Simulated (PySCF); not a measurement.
SMILES Cl[SiH2]N[SiH2]Cl, CAM-B3LYP/def2-SVP optimised geometry. Atoms within 1.6 Å of the plane z = 0.0 Å (x, y, z in Å): Si1 (-1.60, -0.63, 0.00), Cl2 (-2.37, 1.30, 0.00), N3 (0.13, -0.63, 0.00), Si4 (1.22, -0.88, 1.32), Cl5 (2.00, -2.80, 1.32), H6 (-2.10, -1.28, -1.23), H7 (-2.05, -1.30, 1.24), H8 (0.57, -0.45, -0.90), H9 (2.37, 0.04, 1.21).

Calculation: PySCF with CAM-B3LYP/def2-TZVP. Cells within 0.4 Å of a nucleus heavier than hydrogen are left out (blank, or x).

Map of the log10 of the electron density (e/bohr³), floored at −4 on the plane z = 0.0 Å:

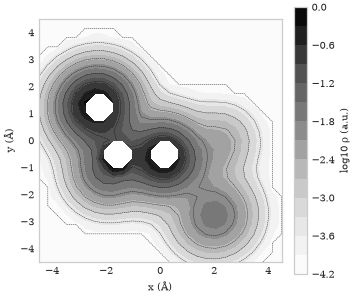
Figure. Log10 of the electron density (e/bohr³), floored at −4 on the plane z = 0.0 Å.
